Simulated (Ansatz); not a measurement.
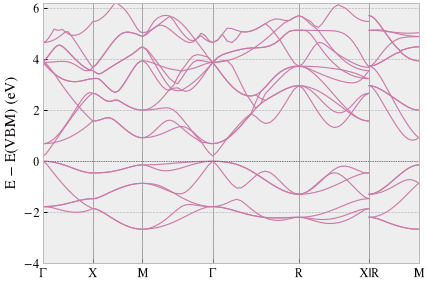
Figure. Band structure from PBE (plane waves, PAW; program Ansatz)

Read off the gap and where the band edges lie.

About 0.2 eV (0.20 eV by a search for the band edges); maximum at Γ, minimum at Γ.

The material is Mg$_{2}$Sn in space group Pn-3m (No. 224; Mg on 4c, Sn on 2a).

The cell is a constructed one: a structure type filled with these elements; neither database checked (COD, Materials Project) lists it. COD files the formula under space group No. 225, 227, so this cell is another polymorph or a model. Its standing as an ambient phase is unchecked. The cell was relaxed with PBE under the symmetry of its start; whether a distortion lowers the energy is not shown. Scalar-relativistic: spin–orbit coupling is off unless named, which matters more the heavier the elements.

Potentials: the later of the program's two PAW sets.
